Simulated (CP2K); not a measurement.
# triplet BH2Cl: levels of theory compared

We compute a comparison of 3 runs (UPBE0/TZV2P-MOLOPT-PBE0-GTH, PM3, PM6) of triplet BH2Cl. 

The results are computed with CP2K 2026.2.

3 further runs of the same task are left out: 1 that didn't finish, 2 set aside as unsound or not needed. Runs told in other sessions of the task aren't counted.

### Step 1. The system as given

BH2Cl has 4 atoms, charge 0, and is taken as a triplet. As SMILES of the parent species, `BCl`. The coordinates come from a PBE0-D4/def2-TZVP relaxation. That shape belongs to the parent species and isn't relaxed for this state.

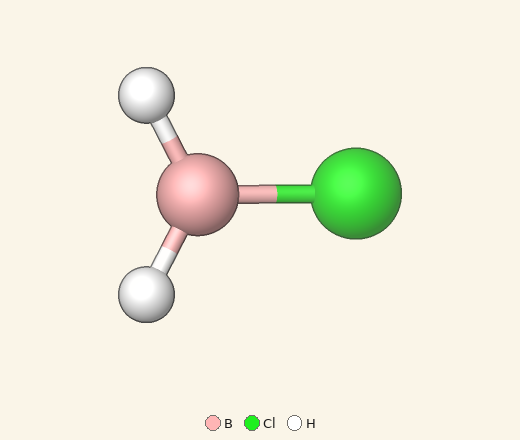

Viewed from a chosen angle; boron pink, chlorine green, hydrogen white.

### Step 2. A single-point energy at UPBE0/TZV2P-MOLOPT-PBE0-GTH (core potential) (run 1)

gas.inp

```
&FORCE_EVAL
  METHOD Quickstep
  &DFT
    BASIS_SET_FILE_NAME BASIS_MOLOPT_UZH
    BASIS_SET_FILE_NAME BASIS_ADMM_UZH
    POTENTIAL_FILE_NAME POTENTIAL_UZH
    MULTIPLICITY 3
    UNRESTRICTED_KOHN_SHAM T
    &QS
      METHOD GPW
      EPS_DEFAULT 1.0E-10
    &END QS
    &MGRID
      CUTOFF 400
      REL_CUTOFF 50
      NGRIDS 4
    &END MGRID
    ! no periodic images
    &POISSON
      PERIODIC NONE
      POISSON_SOLVER MULTIPOLE
    &END POISSON
    ! self-consistent field
    &SCF
      SCF_GUESS ATOMIC
      EPS_SCF 1.0E-06
      MAX_SCF 50
      &OT
        MINIMIZER CG
        PRECONDITIONER FULL_SINGLE_INVERSE
      &END OT
      &OUTER_SCF
        EPS_SCF 1.0E-06
        MAX_SCF 5
      &END OUTER_SCF
    &END SCF
    ! exchange and correlation
    &XC
      &XC_FUNCTIONAL
        &PBE
          SCALE_X 0.75
          SCALE_C 1.0
        &END PBE
      &END XC_FUNCTIONAL
      &HF
        FRACTION 0.25
        &SCREENING
          EPS_SCHWARZ 1.0E-09
        &END SCREENING
        &MEMORY
          MAX_MEMORY 1050
        &END MEMORY
      &END HF
    &END XC
    &AUXILIARY_DENSITY_MATRIX_METHOD
      ADMM_TYPE ADMMS
      EXCH_CORRECTION_FUNC PBEX
    &END AUXILIARY_DENSITY_MATRIX_METHOD
    &PRINT
      &MOMENTS
        PERIODIC F
        REFERENCE COM
        MAX_MOMENT 1
      &END MOMENTS
      &MO_CUBES
        NLUMO 3
        NHOMO -1
        WRITE_CUBE F
      &END MO_CUBES
      &HIRSHFELD OFF
      &END HIRSHFELD
    &END PRINT
  &END DFT
  &SUBSYS
    ! box in angstrom
    &CELL
      ABC 9.5 8.4 8.6
      PERIODIC NONE
    &END CELL
    &COORD
      B      4.503900     4.065050     4.317400
      Cl     5.985600     3.648050     5.113900
      H      3.514400     3.483850     4.633100
      H      4.534000     4.916150     3.486100
    &END COORD
    &KIND B
      BASIS_SET ORB TZV2P-MOLOPT-PBE0-GTH-q3
      BASIS_SET AUX_FIT admm-tzp-q3
      POTENTIAL GTH-PBE0-q3
    &END KIND
    &KIND Cl
      BASIS_SET ORB TZV2P-MOLOPT-PBE0-GTH-q7
      BASIS_SET AUX_FIT admm-tzp-q7
      POTENTIAL GTH-PBE0-q7
    &END KIND
    &KIND H
      BASIS_SET ORB TZV2P-MOLOPT-PBE0-GTH-q1
      BASIS_SET AUX_FIT admm-tzp-q1
      POTENTIAL GTH-PBE0-q1
    &END KIND
  &END SUBSYS
&END FORCE_EVAL

&GLOBAL
  PROJECT_NAME gas
  RUN_TYPE ENERGY
  PRINT_LEVEL MEDIUM
&END GLOBAL
```

Started as:

```
$ OMP_NUM_THREADS=1 cp2k.psmp gas.inp > gas.out
```

Log:

```text
CP2K| version string:                                       CP2K version 2026.2
[...]
 GLOBAL| Method name                                                        CP2K
[...]
 GLOBAL| Run type                                                         ENERGY
[...]
 DFT| Spin unrestricted (spin-polarized) Kohn-Sham calculation               UKS
 DFT| Multiplicity                                                             3
[...]
 DFT| Charge                                                                   0
[...]
 FUNCTIONAL| PBE:
 QS| Method:                                                                 GPW
[...]
 QS| Density cutoff [a.u.]:                                                200.0
[...]
 QS| Relative density cutoff [a.u.]:                                        25.0
[...]
                             - Atoms:                                          4
[...]
                             - Spherical basis functions:                     86
[...]
 Number of electrons:                                                          7
[...]
     1 OT CG       0.80E-01    4.0     0.06104169       -18.2691126236 -1.83E+01
[...]
  *** SCF run converged in    29 steps ***
[...]
  Overlap energy of the core charge distribution:               0.00000149177035
  Self energy of the core charge distribution:                -42.61379607031436
  Core Hamiltonian energy:                                     10.69205707814070
  Hartree energy:                                              17.67460256254541
  Exchange-correlation energy:                                 -3.55090175695692
  Hartree-Fock Exchange energy:                                -1.05415654231053
  Total energy:                                               -18.85219323712536
[...]
 HOMO - LUMO gap [eV] :    3.808164
 ENERGY| Total FORCE_EVAL ( QS ) energy [hartree]            -18.852193237125359
[...]
```

Wall time 3 min (1 thread of Intel Xeon 6975P-C (Granite Rapids), shared host); peak memory 1 GiB.

### Step 3. A single-point energy at PM3 (run 2)

molecule.xyz

```xyz
4

B     -0.116700     0.021700    -0.075300
Cl     1.365000    -0.395300     0.721200
H     -1.106200    -0.559500     0.240400
H     -0.086600     0.872800    -0.906600
```

job.inp

```
&GLOBAL
 PROJECT_NAME job
 RUN_TYPE ENERGY
 PRINT_LEVEL MEDIUM
&END
&FORCE_EVAL
 METHOD Quickstep
 &DFT
  MULTIPLICITY 3
  UNRESTRICTED_KOHN_SHAM T
  &QS
   METHOD PM3
   EPS_DEFAULT 1.0E-10
   &SE
    &COULOMB
     CUTOFF [angstrom] 50
     RC_RANGE [angstrom] 0
    &END
    &EXCHANGE
     CUTOFF [angstrom] 50
     RC_RANGE [angstrom] 0
    &END
   &END
  &END
  &POISSON
   PERIODIC NONE
   POISSON_SOLVER ANALYTIC
  &END
  &SCF
   SCF_GUESS ATOMIC
   EPS_SCF 1.0E-07
   MAX_SCF 50
   &OT
    MINIMIZER DIIS
    PRECONDITIONER FULL_ALL
   &END
   &OUTER_SCF
    EPS_SCF 1.0E-07
    MAX_SCF 8
   &END
  &END
  &PRINT
   &MOMENTS
    PERIODIC F
    REFERENCE COM
    MAX_MOMENT 1
   &END
   &MO_CUBES
    NLUMO 1
    NHOMO -1
    WRITE_CUBE F
   &END
   &HIRSHFELD OFF
   &END
  &END
 &END
 &SUBSYS
  &CELL
   ABC 10.5 9.4 9.6
   PERIODIC NONE
  &END
  &TOPOLOGY
   COORD_FILE_NAME molecule.xyz
   COORD_FILE_FORMAT XYZ
   &CENTER_COORDINATES
   &END
  &END
 &END
&END
```

Started as:

```
$ OMP_NUM_THREADS=1 cp2k.psmp -i job.inp -o job.out
```

Log:

```text
CP2K| version string:                                       CP2K version 2026.2
[...]
 GLOBAL| Method name                                                        CP2K
[...]
 GLOBAL| Run type                                                         ENERGY
[...]
                             - Atoms:                                          4
[...]
                             - Spherical basis functions:                     10
[...]
 Number of electrons:                                                          7
[...]
     1 OT DIIS     0.15E+00    0.0     0.14659031       -13.4819706181 -1.35E+01
[...]
    46 OT DIIS     0.15E+00    0.0     0.00000009       -14.7891079572 -4.55E-12
  *** SCF run converged in    46 steps ***
  Core-core repulsion energy [eV]:                            279.06198533858702
  Core Hamiltonian energy [eV]:                              -586.80633335071502
  Two-electron integral energy [eV]:                         -189.37549101548174
  Electronic energy [eV]:                                    -681.49407885845596
  Total energy [eV]:                                         -402.43209351986894
  Atomic reference energy [eV]:                               405.11176952150049
  Heat of formation [kcal/mol]:                                61.79480150560583
[...]
 SE_DIPOLE| Moment [Debye]         -1.30881566       0.36849855      -0.70372512
 SE_DIPOLE| Derivative [a.u.]       0.00000000       0.00000000       0.00000000
 *** WARNING in qs_scf_post_se.F:140 :: Printing of MO cube files not ***
 *** implemented for Semi-Empirical method.                           ***
 ENERGY| Total FORCE_EVAL ( QS ) energy [hartree]            -14.789107957216487
[...]
```

Wall time 1.7 s (1 thread of Intel Xeon 6975P-C (Granite Rapids), shared host); peak memory 0.19 GiB.

### Step 4. A single-point energy at PM6 (run 3)

run.inp

```
&GLOBAL
  PROJECT run
  RUN_TYPE ENERGY
  PRINT_LEVEL MEDIUM
&END GLOBAL
&FORCE_EVAL
  METHOD QS
  &DFT
    CHARGE 0
    MULTIPLICITY 3
    UNRESTRICTED_KOHN_SHAM T
    &QS
      METHOD PM6
      EPS_DEFAULT 1.0E-10
      &SE
        &COULOMB
          CUTOFF [angstrom] 50
          RC_RANGE [angstrom] 0
        &END COULOMB
        &EXCHANGE
          CUTOFF [angstrom] 50
          RC_RANGE [angstrom] 0
        &END EXCHANGE
      &END SE
    &END QS
    ! no periodic images
    &POISSON
      PERIODIC NONE
      POISSON_SOLVER ANALYTIC
    &END POISSON
    &SCF
      SCF_GUESS ATOMIC
      EPS_SCF 1.0E-07
      MAX_SCF 40
      &OT ON
        MINIMIZER CG
        PRECONDITIONER FULL_SINGLE_INVERSE
      &END OT
      &OUTER_SCF
        EPS_SCF 1.0E-07
        MAX_SCF 10
      &END OUTER_SCF
    &END SCF
    &PRINT
      &MOMENTS
        PERIODIC F
        REFERENCE COM
        MAX_MOMENT 1
      &END MOMENTS
      &MO_CUBES
        NLUMO 3
        NHOMO -1
        WRITE_CUBE F
      &END MO_CUBES
      &HIRSHFELD OFF
      &END HIRSHFELD
    &END PRINT
  &END DFT
  ! structure
  &SUBSYS
    &CELL
      ABC [angstrom] 18.5 17.4 17.6
      PERIODIC NONE
    &END CELL
    &COORD
      B     -0.116700     0.021700    -0.075300
      Cl     1.365000    -0.395300     0.721200
      H     -1.106200    -0.559500     0.240400
      H     -0.086600     0.872800    -0.906600
    &END COORD
    &TOPOLOGY
      &CENTER_COORDINATES
      &END CENTER_COORDINATES
    &END TOPOLOGY
  &END SUBSYS
&END FORCE_EVAL
```

Started as:

```
$ OMP_NUM_THREADS=1 cp2k.psmp -i run.inp -o run.out
```

Log:

```text
CP2K| version string:                                       CP2K version 2026.2
[...]
 GLOBAL| Method name                                                        CP2K
[...]
 GLOBAL| Run type                                                         ENERGY
[...]
                             - Atoms:                                          4
[...]
                             - Spherical basis functions:                     15
[...]
 Number of electrons:                                                          7
[...]
     1 OT CG       0.80E-01    0.0     0.10267797       -10.7044315215 -1.07E+01
[...]
    26 OT CG       0.76E+00    0.0     0.00000008       -12.2562249148 -1.71E-12
  *** SCF run converged in    26 steps ***
  Core-core repulsion energy [eV]:                            267.34399517684454
  Core Hamiltonian energy [eV]:                              -501.52557171828204
  Two-electron integral energy [eV]:                         -198.65452849642065
  Electronic energy [eV]:                                    -600.85283596649242
  Total energy [eV]:                                         -333.50884078964782
  Atomic reference energy [eV]:                               336.60032252150046
  Heat of formation [kcal/mol]:                                71.29126799722351
[...]
 SE_DIPOLE| Moment [Debye]         -1.46809296       0.41340653      -0.78956469
 SE_DIPOLE| Derivative [a.u.]       0.00000000       0.00000000       0.00000000
 *** WARNING in qs_scf_post_se.F:140 :: Printing of MO cube files not ***
 *** implemented for Semi-Empirical method.                           ***
 ENERGY| Total FORCE_EVAL ( QS ) energy [hartree]            -12.256224914827049
[...]
```

It took 1.6 s on 1 thread of Intel Xeon 6975P-C (Granite Rapids), shared host; peak memory 0.19 GiB.

### Step 5. All runs side by side

```csv
run,level,core potential,scheme,energy (Eh),dipole moment (D),wall time
1,UPBE0/TZV2P-MOLOPT-PBE0-GTH (core potential),GTH-PBE0,GPW,-18.852193,0.72,3 min
2,PM3,–,–,-14.789108,1.53,1.7 s
3,PM6,–,–,-12.256225,1.72,1.6 s
```

### Step 6. Outcome

| quantity | value |
| --- | --- |
| run 3: total energy | -12.25622 Eh |
| run 3: dipole moment | 1.72 D |
| run 3: heat of formation | 71.3 kcal/mol |

In words: The dipole moment (its size) runs from 0.72 D (UPBE0/TZV2P-MOLOPT-PBE0-GTH) to 1.72 D (PM6). The two ends differ in method and basis and Hamiltonian and core potential. Force-field and semi-empirical energies have zeros of their own, so their totals don't compare. All runs together took 3.1 min, the longest 3 min.
